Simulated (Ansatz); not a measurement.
**SiO2, pressure series**

Take SiO2 in the rutile structure (space group P4_2/mnm, No. 136; a = 4.236 Å, c = 2.690 Å) as the base.

Cell and atoms are relaxed at each pressure.

Computed with Ansatz (an electronic-structure program) PBE, scalar-relativistic without spin-orbit coupling, earlier PAW set.

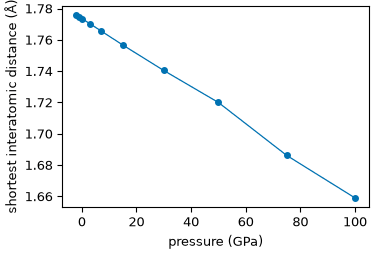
Figure: Shortest interatomic distance against pressure

```csv
pressure (GPa),shortest interatomic distance
-2,1.776 Å
-1,1.775 Å
3,1.770 Å
7,1.766 Å
15,1.757 Å
30,1.740 Å
50,1.720 Å
75,1.686 Å
100,1.659 Å
```

Load acts through the strain it causes; cell and atoms are relaxed under it. Stability against distortions was not tested. No other phases were tried under pressure.
